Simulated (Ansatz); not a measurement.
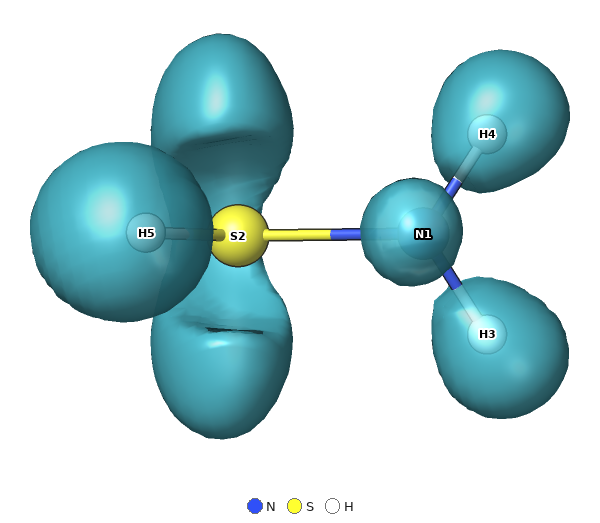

Figure 1: H3NS (SMILES NS). Isosurface of the ELF at 0.9 (cyan), seen across its widest extent. Core shells and regions of very low density are left out.

Geometry: PBE0-D3(BJ)/def2-SVP.

Computed with Ansatz, isolated molecule in a Gaussian basis; Kohn-Sham density functional theory, functional PBE0.

```yaml
atoms:
  - { symbol: N, position_ang: [-1.5562, -0.3224, -0.8055] }
  - { symbol: S, position_ang: [-1.8853, 1.3048, -1.2318] }
  - { symbol: H, position_ang: [-2.2352, -0.6617, -0.1291] }
  - { symbol: H, position_ang: [-1.5713, -0.9201, -1.6278] }
  - { symbol: H, position_ang: [-0.7165, 1.8453, -0.8073] }
```

**Where are the electrons localised?**

The ELF exceeds this value in three regions around hydrogen nuclei, one lobe on N, pointing away from the bonds (lone pairs) and one region wrapped around S (its lone pairs, merged into a ring or cap). Profiles from the grid: S–N (1.71 Å): the ELF peaks at about 0.85 between the atoms; a covalent bond. N–H (1.02 Å): the ELF climbs to about 1 towards the hydrogen, as it does in any bond to H: a covalent bond by its length.
